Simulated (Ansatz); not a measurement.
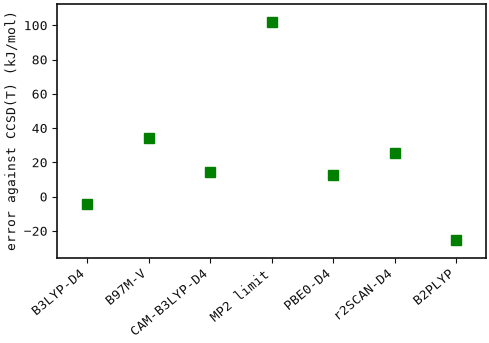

Error in the electronic atomisation energy (method less reference, so positive means overbinding) of BSiNH₂ClF, SMILES F[Si@]1(Cl)BN1: functionals in def2-TZVPP against frozen-core CCSD(T) at the limit (MP2 extrapolated from triple and quadruple zeta, plus CCSD(T) less MP2 in a smaller set), which gives 2664.4 kJ/mol, at a PBE0-D4/def2-TZVP geometry (a minimum by its frequencies), no zero-point or spin-orbit term, the Ansatz code 0.2.0. The reference leaves out core correlation, a term that grows with the number of heavy atoms. B2PLYP holds a correlation term that converges slowly with the basis, so part of the distance to the limit is basis error. No dispersion term is added to B2PLYP. Limit means the basis limit.

### Which of these levels overbind, and which underbind?

Overbind: B97M-V, MP2 limit and r2SCAN-D4. Underbind: B2PLYP. Within 25 kJ/mol of zero, too close to call in view of what the reference leaves out: B3LYP-D4, CAM-B3LYP-D4 and PBE0-D4.

### Give the values.

| level | kJ/mol |
| --- | --- |
| B3LYP-D4 | −4.3 |
| B97M-V | 34.5 |
| CAM-B3LYP-D4 | 14.3 |
| MP2 limit | 102.2 |
| PBE0-D4 | 12.5 |
| r2SCAN-D4 | 25.4 |
| B2PLYP | −25.5 |
